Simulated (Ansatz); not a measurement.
## TaS2, response to strain

Take TaS₂ in the CdI2 type structure (space group P-3m1, No. 164; a = 3.3288 Å, c = 5.7855 Å; layered, stacked along the Cartesian z axis) as the base. Axes: x lies along a and z along c of the hexagonal cell.

Strains are applied to the cell and any free atomic positions relax; under biaxial strain the out-of-plane vector relaxes too.

Method: PBE-D3(BJ)/PAW in Ansatz (a program for electronic structure), without spin-orbit coupling.

Notes on the quantities. pressure: mean of the normal stresses, compression positive.

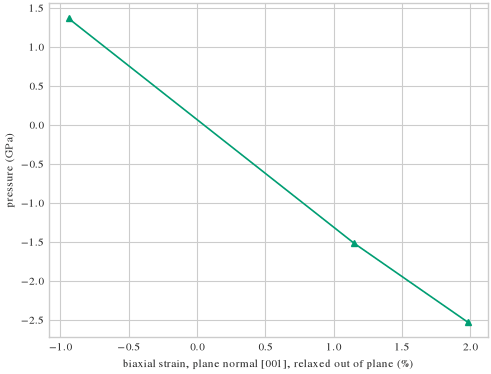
Pressure against biaxial strain, plane normal [001], relaxed out of plane

```tsv
biaxial strain, plane normal [001], relaxed out of plane (%)	pressure
-0.94	1.4 GPa
1.15	-1.5 GPa
1.98	-2.5 GPa
```

Without a gap, meshes like the base's 16×16×8 leave anisotropic stresses uncertain by several tenths of a GPa, and small strain energies with them. Whether these cells are dynamically stable was not tested. The final runs are not spin-polarised. An odd electron count without spin: TaS2.
